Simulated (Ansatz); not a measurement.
C6H14S (SMILES CCCC(C)(C)S)

Input

```
basis:
  gaussian:
    orbitals: def2-SVPD
crystal:
  periodic: [false, false, false]
  atoms:
    - {symbol: C, position_ang: [-0.784250, 2.805167, -1.259752]}
    - {symbol: C, position_ang: [-0.999194, 1.413113, -0.663303]}
    - {symbol: C, position_ang: [0.260680, 0.857424, 0.003305]}
    - {symbol: C, position_ang: [0.165623, -0.546233, 0.641198]}
    - {symbol: C, position_ang: [-0.872131, -0.603665, 1.768624]}
    - {symbol: C, position_ang: [1.547402, -0.952966, 1.175866]}
    - {symbol: S, position_ang: [-0.231796, -1.840541, -0.649312]}
    - {symbol: H, position_ang: [-1.703458, 3.187827, -1.747090]}
    - {symbol: H, position_ang: [0.020315, 2.794691, -2.024464]}
    - {symbol: H, position_ang: [-0.488066, 3.539163, -0.481175]}
    - {symbol: H, position_ang: [-1.834123, 1.450903, 0.069707]}
    - {symbol: H, position_ang: [-1.317975, 0.711610, -1.464286]}
    - {symbol: H, position_ang: [0.586313, 1.560943, 0.805168]}
    - {symbol: H, position_ang: [1.083989, 0.839356, -0.743372]}
    - {symbol: H, position_ang: [-0.615487, 0.133648, 2.559956]}
    - {symbol: H, position_ang: [-1.892426, -0.367077, 1.406800]}
    - {symbol: H, position_ang: [-0.900165, -1.611755, 2.225940]}
    - {symbol: H, position_ang: [1.518743, -1.958856, 1.639808]}
    - {symbol: H, position_ang: [1.879957, -0.224366, 1.944099]}
    - {symbol: H, position_ang: [2.305638, -0.962701, 0.366748]}
    - {symbol: H, position_ang: [-1.537382, -1.494726, -0.825831]}
total_charge: 0
hamiltonian:
  xc: {name: PBE0}
output:
  forces: true
  orbitals: {seedname: orbitals}
```

Run with:

```sh
ansatz run input.yaml --threads 4 --pin off --max-ram 8700MiB --events-out events.jsonl --progress --plain --runs-dir runs
```

Geometry: PBE-D3(BJ)/def2-SVP.

All numbers below come from isolated molecule in a Gaussian basis; Kohn-Sham density functional theory, functional PBE0 (Ansatz).

Predict the electron density and electron localisation function between the atoms.

C–C (1.53 Å): the density is about 1.6 e/Å³ at the midpoint; the ELF peaks at about 0.95 between the atoms; a shared electron pair.
C–H (1.11 Å): the density is about 1.9 e/Å³ at the midpoint; the ELF climbs to about 1 towards the hydrogen, as it does in any bond to H: an ordinary covalent bond to hydrogen.

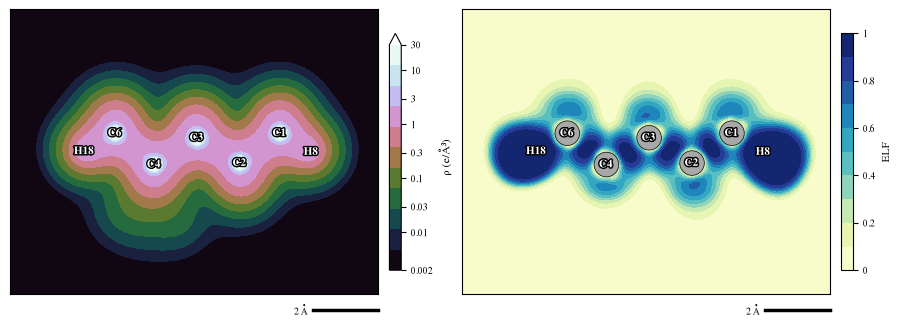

Computed electron density and electron localisation function on the plane of atoms C3, C4 and C6, in this order. Grey discs cover the atomic cores in the ELF map. 
